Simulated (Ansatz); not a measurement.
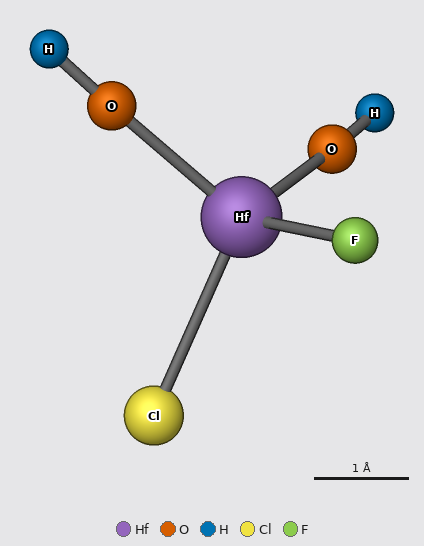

The structure as given in the input (ball-and-stick view, seen at an oblique angle). Sticks mark near contacts.

**Run report: HfH₂ClO₂F, molecular dynamics (part 1 of 4)**

HfH₂ClO₂F, computed with RHF/def2-SVP (Ansatz 0.2.0).

It belongs to a series of runs on one base structure; here: dynamics from the start.

Log:
```
Engine: ansatz 0.2.0, x86_64-unknown-linux-gnu
Functional definition: HF
  exchange = exact_x
  correlation = 0
1037 factors; integrals over basis functions are off by at most 2.9e-4 eV
mean field evaluation 1: about -20600.0959 eV, gradient 5.9e1 eV
mean field evaluation 2: about -20600.1823 eV, gradient 5.9e1 eV
mean field evaluation 4: about -20606.4111 eV, gradient 2.2e0 eV
mean field evaluation 8: about -20606.4592 eV, gradient 1.2e-1 eV
mean field -20606.45929800 eV, -757.2734116419 hartree, gradient 2.5e-5 eV, S^2 0.000000; 0 other end points of the search recorded, 0 dependent functions left out
the calculation of the forces begins
reference -20606.45929800 eV, -757.2734116419 hartree; 28, 28 occupied and 74, 74 virtual orbitals, 1037 factors
md step     0: t =     0.00 fs  T =  1000.0 K (target 1000.0 K)  F+E_penalty+E_count = -20606.45929800 eV  E_kin = 0.646300 eV  conserved = -20605.81299801 eV  (39 SCF iters)
these checks for a lower state are left out or cut short: starts, cluster_reference, orbital_swaps, neighbouring_geometries, increment
1037 factors; integrals over basis functions are off by at most 2.9e-4 eV
mean field evaluation 16: about -20606.2593 eV, gradient 2.7e-2 eV
mean field -20606.44633311 eV, -757.2729351908 hartree, gradient 1.3e-5 eV, S^2 0.000000; 0 other end points of the search recorded, 0 dependent functions left out
the calculation of the forces begins
reference -20606.44633311 eV, -757.2729351908 hartree; 28, 28 occupied and 74, 74 virtual orbitals, 1037 factors
md step     1: t =     0.50 fs  T =   980.7 K (target 1000.0 K)  F+E_penalty+E_count = -20606.44633311 eV  E_kin = 0.633813 eV  conserved = -20605.81252041 eV  (37 SCF iters)
[... from here on the SCF iterations and repeated set-up lines of each step are left out, up to the last step ...]
md step     2: t =     1.00 fs  T =   932.9 K (target 1000.0 K)  F+E_penalty+E_count = -20606.41441280 eV  E_kin = 0.602912 eV  conserved = -20605.81150150 eV  (38 SCF iters)
md step     3: t =     1.50 fs  T =   879.8 K (target 1000.0 K)  F+E_penalty+E_count = -20606.37915618 eV  E_kin = 0.568599 eV  conserved = -20605.81056079 eV  (37 SCF iters)
md step     4: t =     2.00 fs  T =   843.5 K (target 1000.0 K)  F+E_penalty+E_count = -20606.35525265 eV  E_kin = 0.545124 eV  conserved = -20605.81013831 eV  (38 SCF iters)
md step     5: t =     2.50 fs  T =   834.2 K (target 1000.0 K)  F+E_penalty+E_count = -20606.34947384 eV  E_kin = 0.539141 eV  conserved = -20605.81035206 eV  (38 SCF iters)
md step     6: t =     3.00 fs  T =   847.3 K (target 1000.0 K)  F+E_penalty+E_count = -20606.35861399 eV  E_kin = 0.547608 eV  conserved = -20605.81103939 eV  (37 SCF iters)
md step     7: t =     3.50 fs  T =   866.6 K (target 1000.0 K)  F+E_penalty+E_count = -20606.37189788 eV  E_kin = 0.560058 eV  conserved = -20605.81189202 eV  (37 SCF iters)
md step     8: t =     4.00 fs  T =   871.8 K (target 1000.0 K)  F+E_penalty+E_count = -20606.37591336 eV  E_kin = 0.563447 eV  conserved = -20605.81254192 eV  (37 SCF iters)
md step     9: t =     4.50 fs  T =   848.1 K (target 1000.0 K)  F+E_penalty+E_count = -20606.36061225 eV  E_kin = 0.548114 eV  conserved = -20605.81259961 eV  (38 SCF iters)
md step    10: t =     5.00 fs  T =   794.7 K (target 1000.0 K)  F+E_penalty+E_count = -20606.32534701 eV  E_kin = 0.513639 eV  conserved = -20605.81183935 eV  (38 SCF iters)
md step    11: t =     5.50 fs  T =   729.4 K (target 1000.0 K)  F+E_penalty+E_count = -20606.28183590 eV  E_kin = 0.471419 eV  conserved = -20605.81058020 eV  (37 SCF iters)
md step    12: t =     6.00 fs  T =   679.6 K (target 1000.0 K)  F+E_penalty+E_count = -20606.24880643 eV  E_kin = 0.439249 eV  conserved = -20605.80975674 eV  (37 SCF iters)
md step    13: t =     6.50 fs  T =   662.7 K (target 1000.0 K)  F+E_penalty+E_count = -20606.23820439 eV  E_kin = 0.428315 eV  conserved = -20605.81012951 eV  (37 SCF iters)
md step    14: t =     7.00 fs  T =   670.5 K (target 1000.0 K)  F+E_penalty+E_count = -20606.24445398 eV  E_kin = 0.433355 eV  conserved = -20605.81138750 eV  (37 SCF iters)
md step    15: t =     7.50 fs  T =   675.9 K (target 1000.0 K)  F+E_penalty+E_count = -20606.24892992 eV  E_kin = 0.436806 eV  conserved = -20605.81246796 eV  (37 SCF iters)
md step    16: t =     8.00 fs  T =   654.6 K (target 1000.0 K)  F+E_penalty+E_count = -20606.23529007 eV  E_kin = 0.423058 eV  conserved = -20605.81263833 eV  (38 SCF iters)
md step    17: t =     8.50 fs  T =   602.1 K (target 1000.0 K)  F+E_penalty+E_count = -20606.20061207 eV  E_kin = 0.389131 eV  conserved = -20605.81195305 eV  (38 SCF iters)
md step    18: t =     9.00 fs  T =   533.3 K (target 1000.0 K)  F+E_penalty+E_count = -20606.15511069 eV  E_kin = 0.344703 eV  conserved = -20605.81094583 eV  (38 SCF iters)
md step    19: t =     9.50 fs  T =   471.4 K (target 1000.0 K)  F+E_penalty+E_count = -20606.11426732 eV  E_kin = 0.304692 eV  conserved = -20605.81018059 eV  (38 SCF iters)
md step    20: t =    10.00 fs  T =   434.4 K (target 1000.0 K)  F+E_penalty+E_count = -20606.09008782 eV  E_kin = 0.280783 eV  conserved = -20605.80997715 eV  (43 SCF iters)
md step    21: t =    10.50 fs  T =   427.6 K (target 1000.0 K)  F+E_penalty+E_count = -20606.08593343 eV  E_kin = 0.276335 eV  conserved = -20605.81034357 eV  (41 SCF iters)
md step    22: t =    11.00 fs  T =   442.4 K (target 1000.0 K)  F+E_penalty+E_count = -20606.09616932 eV  E_kin = 0.285923 eV  conserved = -20605.81107310 eV  (39 SCF iters)
md step    23: t =    11.50 fs  T =   461.7 K (target 1000.0 K)  F+E_penalty+E_count = -20606.10933543 eV  E_kin = 0.298381 eV  conserved = -20605.81187303 eV  (39 SCF iters)
md step    24: t =    12.00 fs  T =   466.6 K (target 1000.0 K)  F+E_penalty+E_count = -20606.11293015 eV  E_kin = 0.301544 eV  conserved = -20605.81240824 eV  (39 SCF iters)
md step    25: t =    12.50 fs  T =   445.2 K (target 1000.0 K)  F+E_penalty+E_count = -20606.09890285 eV  E_kin = 0.287705 eV  conserved = -20605.81232944 eV  (39 SCF iters)
md step    26: t =    13.00 fs  T =   400.3 K (target 1000.0 K)  F+E_penalty+E_count = -20606.06897075 eV  E_kin = 0.258723 eV  conserved = -20605.81148782 eV  (39 SCF iters)
md step    27: t =    13.50 fs  T =   351.8 K (target 1000.0 K)  F+E_penalty+E_count = -20606.03632154 eV  E_kin = 0.227367 eV  conserved = -20605.81029940 eV  (39 SCF iters)
md step    28: t =    14.00 fs  T =   325.8 K (target 1000.0 K)  F+E_penalty+E_count = -20606.01882680 eV  E_kin = 0.210578 eV  conserved = -20605.80969432 eV  (40 SCF iters)
md step    29: t =    14.50 fs  T =   335.2 K (target 1000.0 K)  F+E_penalty+E_count = -20606.02535189 eV  E_kin = 0.216640 eV  conserved = -20605.81026330 eV  (39 SCF iters)
md step    30: t =    15.00 fs  T =   367.5 K (target 1000.0 K)  F+E_penalty+E_count = -20606.04739773 eV  E_kin = 0.237535 eV  conserved = -20605.81153410 eV  (39 SCF iters)
md step    31: t =    15.50 fs  T =   394.9 K (target 1000.0 K)  F+E_penalty+E_count = -20606.06588420 eV  E_kin = 0.255224 eV  conserved = -20605.81247021 eV  (39 SCF iters)
md step    32: t =    16.00 fs  T =   395.7 K (target 1000.0 K)  F+E_penalty+E_count = -20606.06627175 eV  E_kin = 0.255751 eV  conserved = -20605.81248210 eV  (40 SCF iters)
md step    33: t =    16.50 fs  T =   368.4 K (target 1000.0 K)  F+E_penalty+E_count = -20606.04773558 eV  E_kin = 0.238117 eV  conserved = -20605.81173330 eV  (40 SCF iters)
md step    34: t =    17.00 fs  T =   329.1 K (target 1000.0 K)  F+E_penalty+E_count = -20606.02124877 eV  E_kin = 0.212729 eV  conserved = -20605.81078207 eV  (40 SCF iters)
md step    35: t =    17.50 fs  T =   299.5 K (target 1000.0 K)  F+E_penalty+E_count = -20606.00129349 eV  E_kin = 0.193550 eV  conserved = -20605.81014606 eV  (40 SCF iters)
md step    36: t =    18.00 fs  T =   294.4 K (target 1000.0 K)  F+E_penalty+E_count = -20605.99778983 eV  E_kin = 0.190266 eV  conserved = -20605.81006507 eV  (40 SCF iters)
md step    37: t =    18.50 fs  T =   316.2 K (target 1000.0 K)  F+E_penalty+E_count = -20606.01212738 eV  E_kin = 0.204332 eV  conserved = -20605.81048735 eV  (39 SCF iters)
md step    38: t =    19.00 fs  T =   355.0 K (target 996.7 K)  F+E_penalty+E_count = -20606.03774553 eV  E_kin = 0.229410 eV  conserved = -20605.81119982 eV  (40 SCF iters)
md step    39: t =    19.50 fs  T =   393.9 K (target 990.0 K)  F+E_penalty+E_count = -20606.06346166 eV  E_kin = 0.254585 eV  conserved = -20605.81194178 eV  (39 SCF iters)
md step    40: t =    20.00 fs  T =   415.8 K (target 983.4 K)  F+E_penalty+E_count = -20606.07782520 eV  E_kin = 0.268703 eV  conserved = -20605.81241165 eV  (39 SCF iters)
md step    41: t =    20.50 fs  T =   410.6 K (target 976.8 K)  F+E_penalty+E_count = -20606.07409569 eV  E_kin = 0.265341 eV  conserved = -20605.81228183 eV  (39 SCF iters)
md step    42: t =    21.00 fs  T =   382.9 K (target 970.1 K)  F+E_penalty+E_count = -20606.05516055 eV  E_kin = 0.247498 eV  conserved = -20605.81142554 eV  (40 SCF iters)
md step    43: t =    21.50 fs  T =   353.6 K (target 963.5 K)  F+E_penalty+E_count = -20606.03480807 eV  E_kin = 0.228513 eV  conserved = -20605.81028354 eV  (39 SCF iters)
md step    44: t =    22.00 fs  T =   348.0 K (target 956.9 K)  F+E_penalty+E_count = -20606.03049946 eV  E_kin = 0.224933 eV  conserved = -20605.80977811 eV  (39 SCF iters)
md step    45: t =    22.50 fs  T =   377.1 K (target 950.2 K)  F+E_penalty+E_count = -20606.04973740 eV  E_kin = 0.243748 eV  conserved = -20605.81043903 eV  (39 SCF iters)
md step    46: t =    23.00 fs  T =   426.4 K (target 943.6 K)  F+E_penalty+E_count = -20606.08257384 eV  E_kin = 0.275565 eV  conserved = -20605.81172980 eV  (38 SCF iters)
md step    47: t =    23.50 fs  T =   467.0 K (target 936.9 K)  F+E_penalty+E_count = -20606.10938663 eV  E_kin = 0.301808 eV  conserved = -20605.81261027 eV  (38 SCF iters)
md step    48: t =    24.00 fs  T =   478.1 K (target 930.3 K)  F+E_penalty+E_count = -20606.11618009 eV  E_kin = 0.309005 eV  conserved = -20605.81254342 eV  (37 SCF iters)
md step    49: t =    24.50 fs  T =   459.6 K (target 923.7 K)  F+E_penalty+E_count = -20606.10307433 eV  E_kin = 0.297029 eV  conserved = -20605.81175454 eV  (38 SCF iters)
md step    50: t =    25.00 fs  T =   428.1 K (target 917.0 K)  F+E_penalty+E_count = -20606.08149207 eV  E_kin = 0.276703 eV  conserved = -20605.81082913 eV  (39 SCF iters)
md step    51: t =    25.50 fs  T =   404.7 K (target 910.4 K)  F+E_penalty+E_count = -20606.06545036 eV  E_kin = 0.261550 eV  conserved = -20605.81025820 eV  (39 SCF iters)
md step    52: t =    26.00 fs  T =   402.8 K (target 903.8 K)  F+E_penalty+E_count = -20606.06386876 eV  E_kin = 0.260320 eV  conserved = -20605.81022250 eV  (39 SCF iters)
md step    53: t =    26.50 fs  T =   423.7 K (target 897.1 K)  F+E_penalty+E_count = -20606.07745469 eV  E_kin = 0.273827 eV  conserved = -20605.81063210 eV  (39 SCF iters)
md step    54: t =    27.00 fs  T =   457.9 K (target 890.5 K)  F+E_penalty+E_count = -20606.09984599 eV  E_kin = 0.295927 eV  conserved = -20605.81128457 eV  (39 SCF iters)
md step    55: t =    27.50 fs  T =   489.9 K (target 883.8 K)  F+E_penalty+E_count = -20606.12079655 eV  E_kin = 0.316604 eV  conserved = -20605.81195506 eV  (38 SCF iters)
md step    56: t =    28.00 fs  T =   504.1 K (target 877.2 K)  F+E_penalty+E_count = -20606.12998754 eV  E_kin = 0.325807 eV  conserved = -20605.81236605 eV  (38 SCF iters)
md step    57: t =    28.50 fs  T =   492.1 K (target 870.6 K)  F+E_penalty+E_count = -20606.12159214 eV  E_kin = 0.318015 eV  conserved = -20605.81219348 eV  (37 SCF iters)
md step    58: t =    29.00 fs  T =   459.2 K (target 863.9 K)  F+E_penalty+E_count = -20606.09905808 eV  E_kin = 0.296775 eV  conserved = -20605.81131869 eV  (37 SCF iters)
md step    59: t =    29.50 fs  T =   426.2 K (target 857.3 K)  F+E_penalty+E_count = -20606.07621536 eV  E_kin = 0.275434 eV  conserved = -20605.81021396 eV  (37 SCF iters)
md step    60: t =    30.00 fs  T =   417.2 K (target 850.7 K)  F+E_penalty+E_count = -20606.06966058 eV  E_kin = 0.269662 eV  conserved = -20605.80981768 eV  (37 SCF iters)
md step    61: t =    30.50 fs  T =   440.5 K (target 844.0 K)  F+E_penalty+E_count = -20606.08509069 eV  E_kin = 0.284713 eV  conserved = -20605.81059609 eV  (37 SCF iters)
md step    62: t =    31.00 fs  T =   479.1 K (target 837.4 K)  F+E_penalty+E_count = -20606.11087812 eV  E_kin = 0.309626 eV  conserved = -20605.81190748 eV  (37 SCF iters)
md step    63: t =    31.50 fs  T =   504.1 K (target 830.8 K)  F+E_penalty+E_count = -20606.12736408 eV  E_kin = 0.325812 eV  conserved = -20605.81268206 eV  (37 SCF iters)
md step    64: t =    32.00 fs  T =   497.7 K (target 824.1 K)  F+E_penalty+E_count = -20606.12251203 eV  E_kin = 0.321672 eV  conserved = -20605.81245998 eV  (40 SCF iters)
md step    65: t =    32.50 fs  T =   463.7 K (target 817.5 K)  F+E_penalty+E_count = -20606.09917943 eV  E_kin = 0.299704 eV  conserved = -20605.81157215 eV  (37 SCF iters)
md step    66: t =    33.00 fs  T =   421.7 K (target 810.8 K)  F+E_penalty+E_count = -20606.07066855 eV  E_kin = 0.272561 eV  conserved = -20605.81065062 eV  (37 SCF iters)
md step    67: t =    33.50 fs  T =   393.1 K (target 804.2 K)  F+E_penalty+E_count = -20606.05127624 eV  E_kin = 0.254089 eV  conserved = -20605.81014878 eV  (37 SCF iters)
md step    68: t =    34.00 fs  T =   390.4 K (target 797.6 K)  F+E_penalty+E_count = -20606.04912224 eV  E_kin = 0.252316 eV  conserved = -20605.81017633 eV  (37 SCF iters)
md step    69: t =    34.50 fs  T =   413.5 K (target 790.9 K)  F+E_penalty+E_count = -20606.06406483 eV  E_kin = 0.267252 eV  conserved = -20605.81060938 eV  (37 SCF iters)
md step    70: t =    35.00 fs  T =   452.4 K (target 784.3 K)  F+E_penalty+E_count = -20606.08936706 eV  E_kin = 0.292371 eV  conserved = -20605.81125917 eV  (37 SCF iters)
md step    71: t =    35.50 fs  T =   491.4 K (target 777.7 K)  F+E_penalty+E_count = -20606.11472317 eV  E_kin = 0.317591 eV  conserved = -20605.81191182 eV  (37 SCF iters)
md step    72: t =    36.00 fs  T =   515.2 K (target 771.0 K)  F+E_penalty+E_count = -20606.12990547 eV  E_kin = 0.332979 eV  conserved = -20605.81226329 eV  (37 SCF iters)
md step    73: t =    36.50 fs  T =   516.2 K (target 764.4 K)  F+E_penalty+E_count = -20606.12965242 eV  E_kin = 0.333603 eV  conserved = -20605.81196424 eV  (37 SCF iters)
md step    74: t =    37.00 fs  T =   501.7 K (target 757.7 K)  F+E_penalty+E_count = -20606.11869696 eV  E_kin = 0.324217 eV  conserved = -20605.81097049 eV  (37 SCF iters)
md step    75: t =    37.50 fs  T =   493.4 K (target 751.1 K)  F+E_penalty+E_count = -20606.11176880 eV  E_kin = 0.318897 eV  conserved = -20605.80993143 eV  (37 SCF iters)
md step    76: t =    38.00 fs  T =   513.0 K (target 744.5 K)  F+E_penalty+E_count = -20606.12372349 eV  E_kin = 0.331529 eV  conserved = -20605.80983666 eV  (37 SCF iters)
md step    77: t =    38.50 fs  T =   561.6 K (target 737.8 K)  F+E_penalty+E_count = -20606.15557741 eV  E_kin = 0.362945 eV  conserved = -20605.81090295 eV  (37 SCF iters)
md step    78: t =    39.00 fs  T =   616.5 K (target 731.2 K)  F+E_penalty+E_count = -20606.19171856 eV  E_kin = 0.398476 eV  conserved = -20605.81220761 eV  (37 SCF iters)
md step    79: t =    39.50 fs  T =   649.9 K (target 724.6 K)  F+E_penalty+E_count = -20606.21302050 eV  E_kin = 0.420023 eV  conserved = -20605.81271358 eV  (37 SCF iters)
md step    80: t =    40.00 fs  T =   650.2 K (target 717.9 K)  F+E_penalty+E_count = -20606.21192501 eV  E_kin = 0.420195 eV  conserved = -20605.81222060 eV  (37 SCF iters)
md step    81: t =    40.50 fs  T =   628.0 K (target 711.3 K)  F+E_penalty+E_count = -20606.19586428 eV  E_kin = 0.405862 eV  conserved = -20605.81125761 eV  (37 SCF iters)
md step    82: t =    41.00 fs  T =   605.4 K (target 704.6 K)  F+E_penalty+E_count = -20606.17975914 eV  E_kin = 0.391291 eV  conserved = -20605.81046477 eV  (38 SCF iters)
md step    83: t =    41.50 fs  T =   601.7 K (target 698.0 K)  F+E_penalty+E_count = -20606.17630642 eV  E_kin = 0.388856 eV  conserved = -20605.81017742 eV  (38 SCF iters)
md step    84: t =    42.00 fs  T =   624.4 K (target 691.4 K)  F+E_penalty+E_count = -20606.19049565 eV  E_kin = 0.403575 eV  conserved = -20605.81039187 eV  (37 SCF iters)
md step    85: t =    42.50 fs  T =   669.3 K (target 684.7 K)  F+E_penalty+E_count = -20606.21925263 eV  E_kin = 0.432567 eV  conserved = -20605.81094643 eV  (37 SCF iters)
md step    86: t =    43.00 fs  T =   723.0 K (target 678.1 K)  F+E_penalty+E_count = -20606.25379413 eV  E_kin = 0.467252 eV  conserved = -20605.81165477 eV  (41 SCF iters)
md step    87: t =    43.50 fs  T =   768.2 K (target 671.5 K)  F+E_penalty+E_count = -20606.28273511 eV  E_kin = 0.496481 eV  conserved = -20605.81227843 eV  (37 SCF iters)
md step    88: t =    44.00 fs  T =   790.1 K (target 664.8 K)  F+E_penalty+E_count = -20606.29612637 eV  E_kin = 0.510638 eV  conserved = -20605.81246350 eV  (37 SCF iters)
md step    89: t =    44.50 fs  T =   784.5 K (target 658.2 K)  F+E_penalty+E_count = -20606.29095662 eV  E_kin = 0.506993 eV  conserved = -20605.81189637 eV  (37 SCF iters)
md step    90: t =    45.00 fs  T =   763.7 K (target 651.5 K)  F+E_penalty+E_count = -20606.27547593 eV  E_kin = 0.493595 eV  conserved = -20605.81075285 eV  (37 SCF iters)
md step    91: t =    45.50 fs  T =   751.8 K (target 644.9 K)  F+E_penalty+E_count = -20606.26604365 eV  E_kin = 0.485917 eV  conserved = -20605.80991516 eV  (37 SCF iters)
md step    92: t =    46.00 fs  T =   765.5 K (target 638.3 K)  F+E_penalty+E_count = -20606.27427866 eV  E_kin = 0.494747 eV  conserved = -20605.81023543 eV  (37 SCF iters)
md step    93: t =    46.50 fs  T =   797.5 K (target 631.6 K)  F+E_penalty+E_count = -20606.29525426 eV  E_kin = 0.515421 eV  conserved = -20605.81147587 eV  (37 SCF iters)
md step    94: t =    47.00 fs  T =   821.7 K (target 625.0 K)  F+E_penalty+E_count = -20606.31094944 eV  E_kin = 0.531037 eV  conserved = -20605.81252191 eV  (37 SCF iters)
md step    95: t =    47.50 fs  T =   815.4 K (target 618.4 K)  F+E_penalty+E_count = -20606.30602537 eV  E_kin = 0.527004 eV  conserved = -20605.81260266 eV  (37 SCF iters)
```
